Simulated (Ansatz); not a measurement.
Stretching the As1–H2 bond in AsH (multiplicity 3 held). Energies count from the point at 1.536 Å.


R- and RO- levels are restricted; in cc, def2 and unpolarised 6-31G sets they are followed outwards from rest. Unrestricted levels (U-) break spin symmetry where that is lower. Active spaces are followed from rest. Full CI gives the lowest state of the spin. Curves can end on different states.

Frozen-core correlation. Filled d and f shells under p-block atoms count as core.

Programs: Ansatz (Gaussian basis) for Hartree–Fock, density functionals and correlated methods. Each number belongs to the level named beside it.

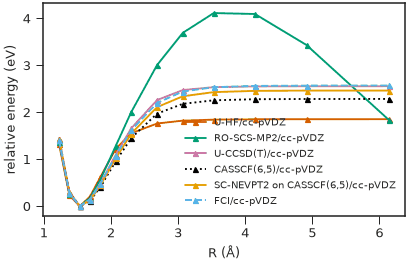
Figure: Relative energy along the coordinate

Question: Order the other curves in the same basis by their non-parallelity to FCI/cc-pVDZ (largest less smallest deviation, whatever its cause), smallest first.

Answer: U-CCSD(T)/cc-pVDZ (0.08 eV), SC-NEVPT2 on CASSCF(6,5)/cc-pVDZ (0.13 eV), CASSCF(6,5)/cc-pVDZ (0.32 eV), U-HF/cc-pVDZ (0.87 eV), RO-SCS-MP2/cc-pVDZ (2.32 eV)

Question: Read off the U-HF/cc-pVDZ curve at R = 3.071.

Answer: about 1.8 eV

Doubts at one or more of the structures used: a spin-contaminated determinant (U-HF/cc-pVDZ, U-CCSD(T)/cc-pVDZ); a restricted determinant that unrestricted orbitals would lower (RO-SCS-MP2/cc-pVDZ); T1 above 0.05 (U-CCSD(T)/cc-pVDZ).

Ansatz is a program for electronic structure.
